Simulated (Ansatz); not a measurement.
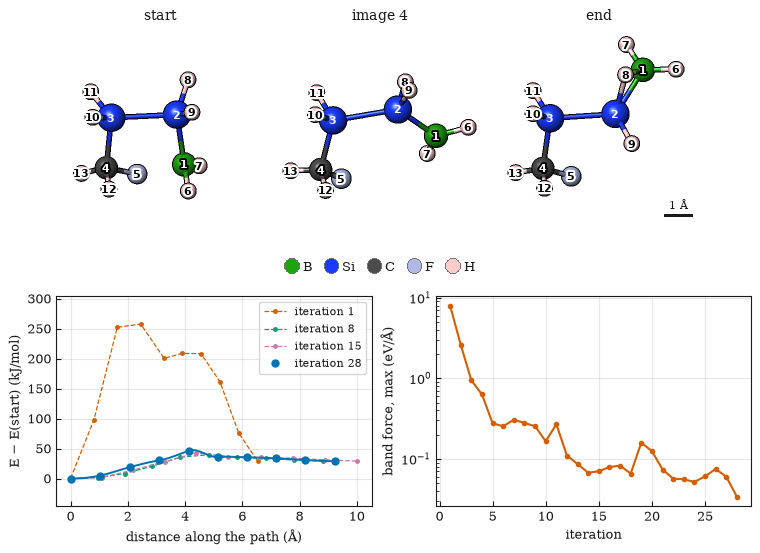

A search for the minimum-energy path of CH8BFSi2 by the nudged elastic band. Images are numbered from 0 (start) to 9 (end). The plot follows the band through its iterations. The picture is a ball-and-stick view, seen at a tilt.

All numbers below come from Ansatz, RKS PBE0/def2-SVP. Settings: 8 movable images; no climbing image; force threshold 0.05 eV/Å; iteration limit 60; starting path through a guess of the saddle point.

Question: How did the profile develop, and is the result final?

Answer: The run is converged, with reservations. The band converged in 28 iterations. The largest component of the band force went from 7.9 to 0.034 eV/Å. No image climbed, so the highest image needn't lie on the saddle point, and the true maximum along this path can be higher. The first iteration put the highest image at 257.7 kJ/mol. The highest point, image 4, lies 46.4 kJ/mol above the start and 17.3 kJ/mol above the end; the end is at +29.1 kJ/mol relative to the start.
